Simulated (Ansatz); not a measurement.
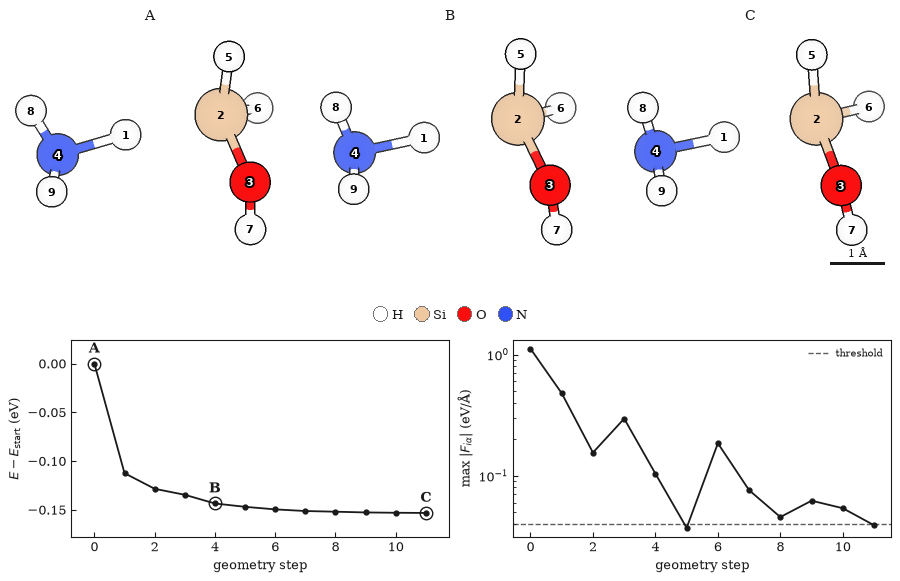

Frames of a constrained relaxation of SiNH$_{6}$O (multiplicity 2), marked on the history of the run. Style: ball-and-stick. Shown at a tilt.

The reaction that was planned forms H1–N4 and breaks H1–Si2 (atoms numbered from 1 in input order).

Theory: UKS PBE0-D4/def2-SVP in Ansatz. Set-up: held fixed: the distance between atoms 1 (H) and 4 (N), the distance between atoms 1 (H) and 2 (Si), counting from 1; force threshold 0.04 eV/Å; at most 150 steps.

> What happens along the run?

The energy falls by 0.153 eV in 11 geometry steps. The largest force component goes from 1.1 to 0.039 eV/Å. The forces were under the threshold at step 5, but the run went on from there. H8 moves most after the best rigid fit: 0.39 Å. By element the largest moves are H 0.39 Å, O 0.19 Å, Si 0.14 Å, N 0.09 Å. Some distances before and after: Si2–H6 1.456 → 1.503 Å, Si2–H5 1.450 → 1.491 Å, Si2–O3 1.630 → 1.671 Å, N4–H8 1.017 → 1.029 Å. Bond angles that change, for instance: H5–Si2–H6 117.2° → 110.3°, Si2–O3–H7 122.8° → 116.4°, H1–N4–H9 102.7° → 98.8°. The run took 14 s on 4 threads of Arm Neoverse V1, with other jobs on the host. From step 0 to 4: H atoms move most (0.18 Å), energy −0.143 eV. From step 4 to 11: H8 moves most (0.22 Å), energy −0.010 eV.

```csv
step,"E − E(0), eV","largest force component, eV/Å"
0,0.0000,1.1177
1,-0.1123,0.4796
2,-0.1284,0.1552
3,-0.1345,0.2959
4,-0.1434,0.1040
5,-0.1469,0.0371
6,-0.1495,0.1853
7,-0.1512,0.0760
8,-0.1519,0.0456
9,-0.1526,0.0622
10,-0.1530,0.0539
11,-0.1531,0.0390
```
